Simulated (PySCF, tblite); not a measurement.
# C5H12N2O2Si: geometry, infrared bands and NMR shifts

Wanted: the infrared bands and NMR shifts of C5H12N2O2Si (`COC(=O)[C@H]1CC[Si]1(N)N`), by calculation.

The runs use tblite 0.8.0 and PySCF 2.14.0, with density-fitted response routines of our own; the level of theory stands in each step. All values are computed, except where a source is named. Atoms count from 0, in the outputs and in this text.

## (1) Starting geometry

22 atoms, charge 0, multiplicity 1; geometry from: force field or distance geometry start.

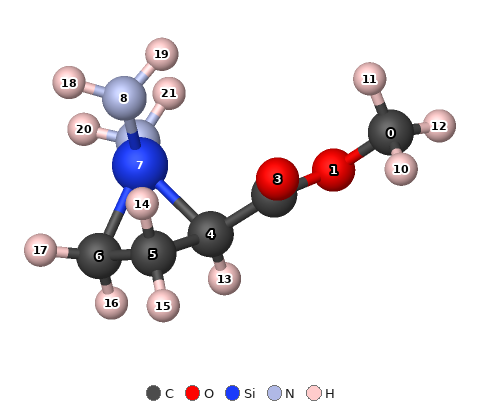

The starting geometry (carbon dark grey, oxygen red, silicon blue, nitrogen light blue, hydrogen pink), atoms numbered.

## (2) Optimising the geometry with GFN2-xTB

Job settings and geometry (Å):

```
{"job": {"kind": "relax", "xc": "GFN2-xTB", "basis": "xTB"}, "charge": 0, "multiplicity": 1}
C      3.215100     1.249600    -0.355800
O      2.060200     0.543800    -0.854600
C      1.361800    -0.184800     0.108600
O      1.811400    -0.104200     1.287400
C      0.153700    -0.968800    -0.230500
C     -0.417900    -1.650200     1.011800
C     -1.725600    -1.660300     0.239800
Si    -1.354600     0.133100    -0.095000
N     -1.318500     1.065600     1.384500
N     -2.008500     0.818500    -1.562100
H      3.751900     0.491400     0.255100
H      2.896400     2.070200     0.324400
H      3.803200     1.612500    -1.207200
H      0.222800    -1.596100    -1.133700
H     -0.489100    -0.900300     1.820300
H      0.024800    -2.627100     1.261200
H     -1.665100    -2.343000    -0.632900
H     -2.622200    -1.777200     0.877800
H     -2.250400     1.169800     1.838100
H     -0.770800     1.952800     1.309200
H     -3.050200     0.930700    -1.495400
H     -1.638500     1.793600    -1.754900
```

Started as:

```bash
> OMP_NUM_THREADS=1 python probes_run.py task.json out
```

The driver reads the jobs from task.json and runs them one after another.

Output:

```text
step      E/eV     max force
  0    -883.68102    4.069
  1    -884.27759    3.536
  2    -884.52274    1.834
  3    -884.69936    1.222
  4    -884.83889    0.656
  5    -884.89888    0.603
  6    -885.03137    0.756
  7    -885.10666    0.696
  8    -885.15957    0.556
  9    -885.20006    0.500
 10    -885.24032    0.490
 11    -885.27257    0.525
 12    -885.30330    0.433
 13    -885.33508    0.351
 14    -885.36654    0.380
 15    -885.39556    0.375
 16    -885.42047    0.304
 17    -885.44085    0.267
 18    -885.46043    0.280
 19    -885.48105    0.310
 20    -885.50228    0.351
 21    -885.52421    0.351
 22    -885.54132    0.466
 23    -885.55284    0.453
 24    -885.56436    0.266
 25    -885.57383    0.166
 26    -885.57884    0.158
 27    -885.58668    0.224
 28    -885.59390    0.206
 29    -885.60158    0.170
 30    -885.60668    0.128
 31    -885.61011    0.133
 32    -885.61327    0.136
 33    -885.61742    0.157
 34    -885.62214    0.194
 35    -885.62622    0.162
 36    -885.62948    0.115
 37    -885.63264    0.124
 38    -885.63587    0.110
 39    -885.63817    0.089
 40    -885.63950    0.083
 41    -885.64052    0.082
 42    -885.64199    0.083
 43    -885.64389    0.110
 44    -885.64568    0.123
 45    -885.64707    0.098
 46    -885.64843    0.083
 47    -885.65026    0.100
 48    -885.65294    0.140
 49    -885.65610    0.179
 50    -885.65904    0.165
 51    -885.66151    0.096
 52    -885.66371    0.096
 53    -885.66542    0.120
 54    -885.66695    0.094
 55    -885.66826    0.077
 56    -885.66962    0.091
 57    -885.67170    0.129
 58    -885.67439    0.144
 59    -885.67706    0.156
 60    -885.67939    0.107
 61    -885.68155    0.120
 62    -885.68416    0.177
 63    -885.68673    0.196
 64    -885.68949    0.131
 65    -885.69242    0.094
 66    -885.69445    0.149
 67    -885.69769    0.160
 68    -885.70071    0.116
 69    -885.70299    0.148
 70    -885.70461    0.168
 71    -885.70649    0.119
 72    -885.70852    0.124
 73    -885.71098    0.142
 74    -885.71416    0.190
 75    -885.71719    0.317
 76    -885.72052    0.186
 77    -885.72300    0.093
 78    -885.72503    0.093
 79    -885.72785    0.114
 80    -885.73092    0.122
 81    -885.73396    0.136
 82    -885.73662    0.141
 83    -885.73677    0.474
 84    -885.74063    0.081
 85    -885.74201    0.071
 86    -885.74405    0.081
 87    -885.74515    0.082
 88    -885.74644    0.101
 89    -885.74719    0.058
 90    -885.74765    0.053
 91    -885.74801    0.048
 92    -885.74844    0.052
 93    -885.74895    0.051
 94    -885.74939    0.036
 95    -885.74975    0.044
 96    -885.75007    0.046
 97    -885.75043    0.045
 98    -885.75076    0.041
 99    -885.75105    0.048
100    -885.75135    0.049
101    -885.75179    0.051
102    -885.75238    0.067
103    -885.75305    0.065
104    -885.75360    0.045
105    -885.75399    0.046
106    -885.75427    0.036
107    -885.75447    0.049
108    -885.75462    0.035
109    -885.75476    0.034
110    -885.75494    0.028
111    -885.75513    0.037
112    -885.75539    0.042
113    -885.75563    0.034
114    -885.75587    0.036
115    -885.75611    0.039
116    -885.75639    0.044
117    -885.75668    0.032
118    -885.75695    0.040
119    -885.75720    0.037
120    -885.75745    0.039
121    -885.75773    0.039
122    -885.75805    0.036
123    -885.75836    0.034
124    -885.75865    0.033
125    -885.75891    0.034
126    -885.75913    0.045
127    -885.75930    0.045
128    -885.75941    0.039
129    -885.75951    0.026
130    -885.75960    0.024
131    -885.75971    0.022
132    -885.75983    0.023
133    -885.75997    0.032
134    -885.76008    0.031
135    -885.76021    0.024
136    -885.76039    0.027
137    -885.76059    0.038
138    -885.76075    0.036
139    -885.76085    0.022
140    -885.76092    0.026
141    -885.76098    0.021
142    -885.76105    0.025
143    -885.76112    0.022
144    -885.76121    0.023
145    -885.76131    0.026
146    -885.76141    0.025
147    -885.76150    0.032
148    -885.76157    0.033
149    -885.76164    0.028
150    -885.76169    0.017
151    -885.76174    0.013
152    -885.76179    0.013
153    -885.76183    0.010
154    -885.76187    0.009
```

Wall time 1.6 s (1 thread of Arm Neoverse V1, shared host); peak memory 0.18 GiB.

The steps of the relaxation: (not every step is listed)

| step | energy from step 0 (eV) | largest force (eV/Å) |
| --- | --- | --- |
| 0 | 0.0000 | 4.0690 |
| 1 | -0.5966 | 3.5358 |
| 2 | -0.8417 | 1.8339 |
| 3 | -1.0183 | 1.2219 |
| 4 | -1.1579 | 0.6560 |
| 5 | -1.2179 | 0.6033 |
| 6 | -1.3504 | 0.7557 |
| 7 | -1.4256 | 0.6960 |
| 8 | -1.4786 | 0.5561 |
| 22 | -1.8603 | 0.4662 |
| 36 | -1.9485 | 0.1147 |
| 50 | -1.9780 | 0.1648 |
| 64 | -2.0085 | 0.1309 |
| 78 | -2.0440 | 0.0925 |
| 92 | -2.0674 | 0.0522 |
| 106 | -2.0733 | 0.0355 |
| 120 | -2.0764 | 0.0391 |
| 134 | -2.0791 | 0.0311 |
| 148 | -2.0806 | 0.0331 |
| 149 | -2.0806 | 0.0283 |
| 150 | -2.0807 | 0.0166 |
| 151 | -2.0807 | 0.0132 |
| 152 | -2.0808 | 0.0128 |
| 153 | -2.0808 | 0.0104 |
| 154 | -2.0809 | 0.0092 |

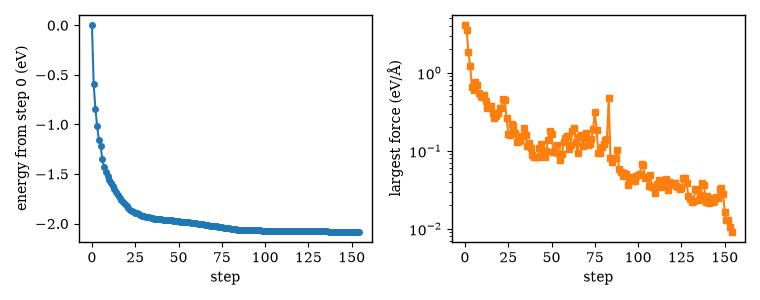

Energy and force, step by step.

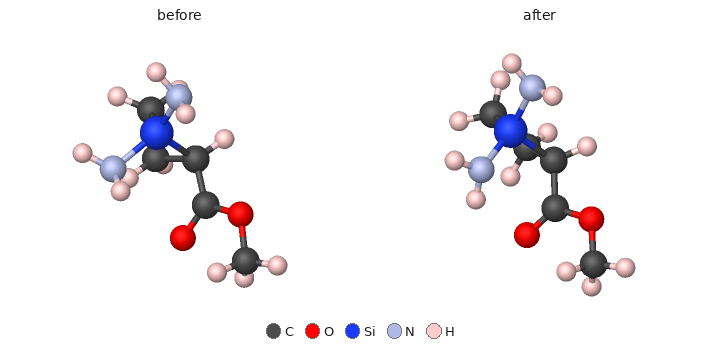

The geometry before (left) and after (right).

Close pairs (by a distance rule), those that changed most:

| bond | before (Å) | after (Å) | change (Å) |
| --- | --- | --- | --- |
| C4–Si7 | 1.873 | 1.929 | +0.057 |
| N9–H21 | 1.061 | 1.007 | -0.053 |
| C2–O3 | 1.264 | 1.211 | -0.053 |
| C6–Si7 | 1.862 | 1.909 | +0.047 |
| O1–C2 | 1.395 | 1.351 | -0.044 |
| N9–H20 | 1.050 | 1.006 | -0.044 |
| N8–H19 | 1.045 | 1.009 | -0.036 |
| N8–H18 | 1.042 | 1.007 | -0.034 |

The end geometry stands in the next job.

## (3) Vibrational analysis with GFN2-xTB

Job settings and geometry (Å):

```
{"job": {"kind": "ir", "xc": "GFN2-xTB", "basis": "xTB"}, "charge": 0, "multiplicity": 1}
C      3.181160     1.310265    -0.099795
O      2.131129     0.504713    -0.607349
C      1.347672    -0.096654     0.314859
O      1.543218     0.020731     1.504628
C      0.221444    -0.806502    -0.305031
C     -0.367389    -1.957814     0.526503
C     -1.846607    -1.531863     0.634493
Si    -1.420135     0.183584    -0.086716
N     -1.149979     1.548011     0.933088
N     -2.216637     0.538407    -1.572705
H      3.818400     0.728889     0.570326
H      2.775563     2.160122     0.453882
H      3.746257     1.654060    -0.962472
H      0.459351    -1.067068    -1.331449
H      0.107294    -1.970735     1.506972
H     -0.229106    -2.929824     0.056412
H     -2.493263    -2.147400     0.014015
H     -2.231790    -1.577808     1.650209
H     -1.921569     2.109203     1.256139
H     -0.461206     1.443738     1.663705
H     -3.212739     0.678220    -1.548724
H     -1.791479     1.225112    -2.174977
```

Output:

```text
mode    cm-1     km/mol
  1      40.5      2.90
  2      46.9      0.53
  3      54.3      0.50
  4      87.0     13.25
  5      93.9      1.73
  6     144.9     11.37
  7     175.0      5.19
  8     185.5      0.63
  9     196.5      1.88
 10     213.6     12.03
 11     251.9     17.05
 12     262.3     36.50
 13     301.4     13.02
 14     374.0      9.84
 15     499.7     25.67
 16     541.5    111.98
 17     554.4    239.70
 18     623.2     40.16
 19     665.1     17.09
 20     683.9     19.06
 21     732.8     53.05
 22     758.5      1.04
 23     787.2     12.99
 24     824.2    185.12
 25     860.6     25.92
 26     898.5    172.62
 27     935.9     64.74
 28     964.4    155.33
 29     988.4     46.25
 30    1032.7      5.97
 31    1046.9    121.08
 32    1083.6     23.77
 33    1120.2    165.19
 34    1126.4      6.13
 35    1138.4    307.62
 36    1155.9      4.67
 37    1186.0     20.12
 38    1220.4      9.82
 39    1278.4     23.08
 40    1317.2    131.72
 41    1387.4     10.67
 42    1446.8      5.07
 43    1465.1      1.32
 44    1470.8      3.71
 45    1484.6      1.13
 46    1497.3     78.95
 47    1508.3     53.18
 48    1732.9    391.85
 49    2966.7     21.65
 50    2981.1     22.04
 51    2993.6     12.17
 52    3004.6     36.40
 53    3013.6     48.01
 54    3021.2     37.26
 55    3027.2     53.86
 56    3038.7     16.50
 57    3449.4      9.63
 58    3471.2      1.11
 59    3493.4      0.85
 60    3511.1      1.19
```

Wall time 1.2 s (1 thread of Arm Neoverse V1, shared host); peak memory 0.18 GiB.

The strongest bands and the atoms that carry them (share of the mass-weighted mode):

| cm⁻¹ | km/mol | atoms |
| --- | --- | --- |
| 554 | 239.7 | H21 23 %, H20 21 %, H19 19 %, N9 14 % |
| 824 | 185.1 | H21 30 %, H20 24 %, Si7 11 % |
| 898 | 172.6 | Si7 34 %, N9 17 % |
| 964 | 155.3 | Si7 22 %, C4 10 % |
| 1120 | 165.2 | O1 26 %, H13 20 %, C2 17 % |
| 1138 | 307.6 | C2 24 %, H13 14 %, H14 13 %, C5 12 % |
| 1317 | 131.7 | C4 29 %, H13 25 %, H14 21 %, C2 10 % |
| 1733 | 391.9 | C2 64 %, O3 34 % |

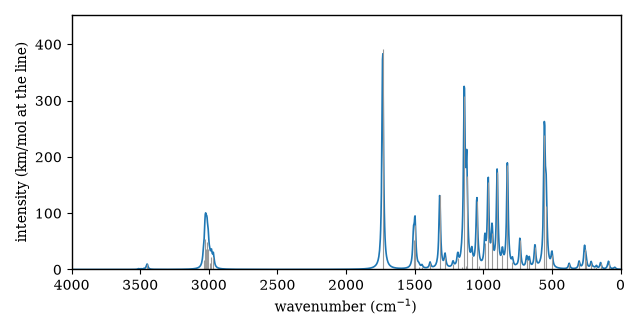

The infrared spectrum from these modes, unscaled. Lines are broadened to a width of 14 cm⁻¹ (Lorentzian).

## (4) Nuclear shieldings: PBE0/pcSseg-1

Same as in step 3 but for these lines:

```diff
@@ -1,2 +1,2 @@
-{"job": {"kind": "ir", "xc": "GFN2-xTB", "basis": "xTB"}, "charge": 0, "multiplicity": 1}
+{"job": {"kind": "nmr", "xc": "PBE0", "basis": "pcSseg-1"}, "charge": 0, "multiplicity": 1}
 C      3.181160     1.310265    -0.099795
```

Method: GIAO PBE0/pcSseg-1 NMR shielding, non-relativistic, gas phase.

Output:

```text
coarse grid: 18792 points
cycle   1  E = -746.2858604864  dE =  1.518e+00  |g| = 1.030e+00  |ddm| = 4.254e+00
cycle   2  E = -745.9914062293  dE =  2.945e-01  |g| = 1.633e+00  |ddm| = 1.877e+00
cycle   3  E = -746.4759009535  dE = -4.845e-01  |g| = 3.048e-01  |ddm| = 1.293e+00
cycle   4  E = -746.4933675096  dE = -1.747e-02  |g| = 7.563e-02  |ddm| = 2.621e-01
cycle   5  E = -746.4942135338  dE = -8.460e-04  |g| = 2.736e-02  |ddm| = 5.538e-02
cycle   6  E = -746.4943567216  dE = -1.432e-04  |g| = 6.722e-03  |ddm| = 2.332e-02
cycle   7  E = -746.4943658038  dE = -9.082e-06  |g| = 1.419e-03  |ddm| = 6.123e-03
final grid: 176832 points
cycle   8  E = -746.5686168011  dE = -3.758e-05  |g| = 1.536e-02  |ddm| = 4.007e-02
cycle   9  E = -746.5685645869  dE =  5.221e-05  |g| = 2.275e-02  |ddm| = 2.576e-02
cycle  10  E = -746.5686620572  dE = -9.747e-05  |g| = 2.281e-03  |ddm| = 1.588e-02
cycle  11  E = -746.5686629888  dE = -9.316e-07  |g| = 4.699e-04  |ddm| = 1.677e-03
cycle  12  E = -746.5686630195  dE = -3.070e-08  |g| = 2.401e-04  |ddm| = 4.690e-04
cycle  13  E = -746.5686630302  dE = -1.064e-08  |g| = 4.580e-05  |ddm| = 1.828e-04
cycle  14  E = -746.5686630305  dE = -3.695e-10  |g| = 1.433e-05  |ddm| = 4.650e-05
converged SCF energy = -746.5686630305

GIAO shielding tensors (ppm)
atom      isotropic    diamagn.    paramagn.     s11        s22        s33       span
  0 C      134.004     242.540    -108.536    105.168    118.621    178.224     73.057
  1 O      150.132     402.785    -252.652    -26.986    219.945    257.439    284.425
  2 C        1.558     255.531    -253.973    -96.755     30.793     70.634    167.389
  3 O      -65.769     405.424    -471.193   -333.194   -197.765    333.651    666.845
  4 C      141.693     256.970    -115.277    112.895    148.235    163.947     51.052
  5 C      169.866     250.709     -80.843    162.811    167.565    179.222     16.411
  6 C      164.021     258.403     -94.382    136.477    174.016    181.571     45.095
  7 Si     359.334     880.327    -520.993    320.317    347.689    409.995     89.678
  8 N      234.093     321.039     -86.946    213.670    234.236    254.373     40.703
  9 N      240.284     316.423     -76.139    216.050    233.289    271.513     55.463
 10 H       27.689      27.865      -0.175     23.798     25.418     33.851     10.053
 11 H       27.918      29.452      -1.535     23.465     26.606     33.682     10.217
 12 H       28.128      27.809       0.318     24.179     26.293     33.911      9.732
 13 H       28.679      35.052      -6.373     25.077     28.617     32.343      7.266
 14 H       29.302      32.822      -3.520     25.708     28.200     33.997      8.288
 15 H       29.689      31.478      -1.788     24.950     27.418     36.700     11.750
 16 H       30.101      31.258      -1.157     26.597     27.915     35.791      9.194
 17 H       30.427      31.374      -0.947     26.413     27.937     36.929     10.516
 18 H       31.123      30.506       0.618     24.494     26.308     42.568     18.075
 19 H       29.954      34.445      -4.491     21.276     28.583     40.001     18.725
 20 H       30.980      28.812       2.168     24.455     26.539     41.944     17.489
 21 H       30.975      31.700      -0.724     23.906     26.889     42.132     18.227
```

Run time: 58 s. Hardware: 1 thread of Arm Neoverse V1, shared host; peak memory 1.1 GiB.

Shifts follow as δ = σ(reference) − σ, with reference shieldings (ppm) from runs at the same level and on the same kind of geometry: ¹H TMS 31.72, ¹³C TMS 186.9, ²⁹Si TMS 349.2, ¹⁵N NH3 267.7, ¹⁷O H2O 336.1. The references are single molecules in the gas phase, so shifts against H2O, NH3, PH3, H3PO4 or CFCl3 are not on the usual liquid scales and can be off by tens of ppm. Atoms listed in one row are averaged.

| atoms | environment | σ (ppm) | δ (ppm) | δ scaled to CDCl3 |
| --- | --- | --- | --- | --- |
| C2 | ester carbonyl carbon | 1.6 | 185.4 | 179.0 |
| C0 | methyl carbon bonded to O | 134.0 | 52.9 | 49.7 |
| C4 | sp3 CH bonded to Si, α to a carbonyl | 141.7 | 45.2 | 42.2 |
| C6 | sp3 CH2 bonded to Si | 164.0 | 22.9 | 20.4 |
| C5 | sp3 CH2 in a ring | 169.9 | 17.1 | 14.7 |
| H10, H11, H12 | hydrogen on a methyl carbon bonded to O | 27.91 | 3.81 | 3.69 |
| H13 | hydrogen on an sp3 CH bonded to Si, α to a carbonyl | 28.68 | 3.04 | 2.97 |
| H14 | hydrogen on an sp3 CH2 in a ring | 29.30 | 2.42 | 2.38 |
| H15 | hydrogen on an sp3 CH2 in a ring | 29.69 | 2.03 | 2.02 |
| H16 | hydrogen on an sp3 CH2 bonded to Si | 30.10 | 1.62 | 1.63 |
| H17 | hydrogen on an sp3 CH2 bonded to Si | 30.43 | 1.29 | 1.32 |
| H18, H19 | hydrogen on a nitrogen bonded to Si | 30.54 | 1.18 | – |
| H20, H21 | hydrogen on a nitrogen bonded to Si | 30.98 | 0.74 | – |
| O3 | ester carbonyl oxygen | -65.8 | 401.8 | – |
| O1 | ester alkoxy oxygen | 150.1 | 185.9 | – |
| Si7 | silicon bonded to 2 C, 2 N, in a 4-membered ring | 359.3 | -10.2 | – |
| N8 | nitrogen bonded to Si, 2 H | 234.1 | 33.6 | – |
| N9 | nitrogen bonded to Si, 2 H | 240.3 | 27.4 | – |

The scaled column applies a straight-line fit of computed shieldings to shifts measured in CDCl3 (root-mean-square error 0.16 ppm for H, 1.9 ppm for C).

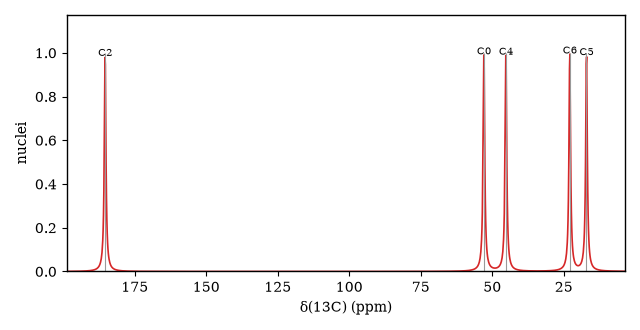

¹³C lines at the computed shifts, without couplings. Lines are broadened to a width of 0.67 ppm (Lorentzian).

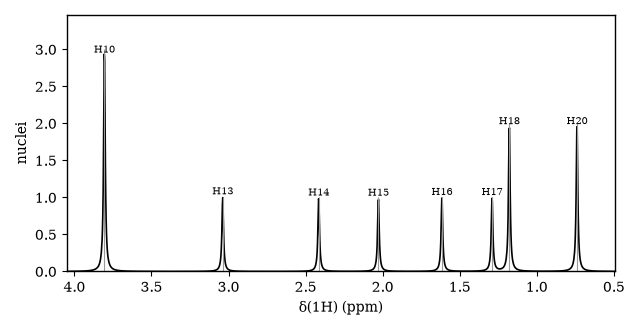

¹H lines at the computed shifts, without couplings. Lines are broadened to a width of 0.01 ppm (Lorentzian).

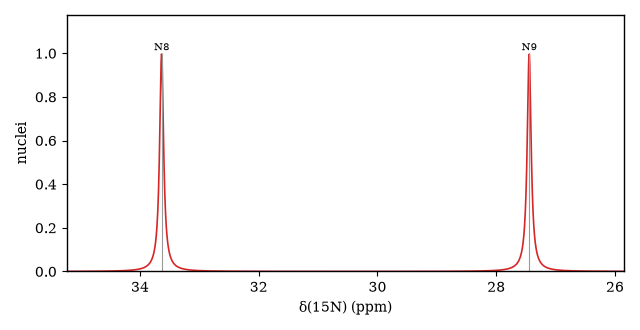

¹⁵N lines at the computed shifts, without couplings. Lines are broadened to a width of 0.08 ppm (Lorentzian).

Charges from the same density, by scheme (e):

| atoms | Mulliken | IAO | Hirshfeld | ESP fit |
| --- | --- | --- | --- | --- |
| C0 | -0.03 | -0.21 | -0.04 | -0.17 |
| O1 | -0.47 | -0.35 | -0.11 | -0.35 |
| C2 | 0.54 | 0.52 | 0.20 | 0.71 |
| O3 | -0.46 | -0.51 | -0.26 | -0.55 |
| C4 | -0.60 | -0.46 | -0.13 | -0.45 |
| C5 | -0.13 | -0.25 | -0.07 | 0.13 |
| C6 | -0.53 | -0.59 | -0.18 | -0.49 |
| Si7 | 1.09 | 1.27 | 0.46 | 0.99 |
| N8 | -0.62 | -0.85 | -0.32 | -1.04 |
| N9 | -0.61 | -0.84 | -0.32 | -1.09 |

Mulliken charges:

C0 -0.03; O1 -0.47; C2 0.54; O3 -0.46; C4 -0.60; C5 -0.13; C6 -0.53; Si7 1.09; N8 -0.62; N9 -0.61; H10 0.12; H11 0.11; H12 0.12; H13 0.15; H14 0.13; H15 0.13; H16 0.14; H17 0.13; H18 0.19; H19 0.21; H20 0.19; H21 0.20

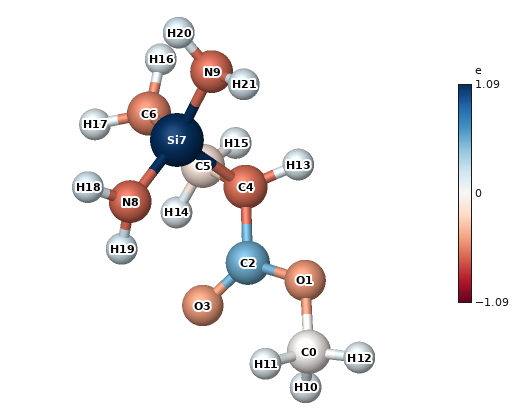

Mulliken charges, as colours on the atoms.

Mayer bond orders: C0–O1 0.88, O1–C2 1.07, C2–O3 1.87, C2–C4 0.99, C4–C5 0.99, C5–C6 1.01, C6–Si7 0.89, Si7–N8 1.10, Si7–N9 1.10, Si7–C4 0.76.

Ring of atoms C4, C5, C6, Si7: NICS(0) -1.2, NICS(1) -1.2, NICS(1)zz 3.0 ppm (means of both faces).

## (5) Summary of results

| quantity | value |
| --- | --- |
| strongest single infrared mode (GFN2-xTB) | 1733 cm⁻¹, 392 km/mol |
| zero-point energy (GFN2-xTB) | 109.2 kcal/mol |
| ¹³C shifts against TMS (PBE0/pcSseg-1) | 185.4, 52.9, 45.2, 22.9, 17.1 ppm |
| ¹H shifts against TMS (PBE0/pcSseg-1, means over atoms taken as alike) | 3.81, 3.04, 2.42, 2.03, 1.62, 1.29, 1.18, 0.74 ppm |
| ¹⁷O shifts against H2O (PBE0/pcSseg-1) | 401.8, 185.9 ppm |
| ²⁹Si shifts against TMS (PBE0/pcSseg-1) | -10.2 ppm |
| ¹⁵N shifts against NH3 (PBE0/pcSseg-1) | 33.6, 27.4 ppm |

In words: The optimisation took 154 steps and gained 2.081 eV; among the close pairs (by a distance rule), C4–Si7 changed most, from 1.873 to 1.929 Å. No mode is imaginary among the 60: a minimum at this level. The strongest single mode, at 1733 cm⁻¹, moves mainly C2 and O3. Unscaled tight-binding wavenumbers are off by several per cent, some by more. Its intensities can rank the bands wrongly. H10, H11, H12 (mean) (hydrogen on a methyl carbon bonded to O) lies farthest downfield among hydrogen, at 3.81 ppm; its carbon carries O, hence the downfield position. At PBE0/pcSseg-1: Shielding is most anisotropic at O3 (span 667 ppm, paramagnetic term -471 ppm).
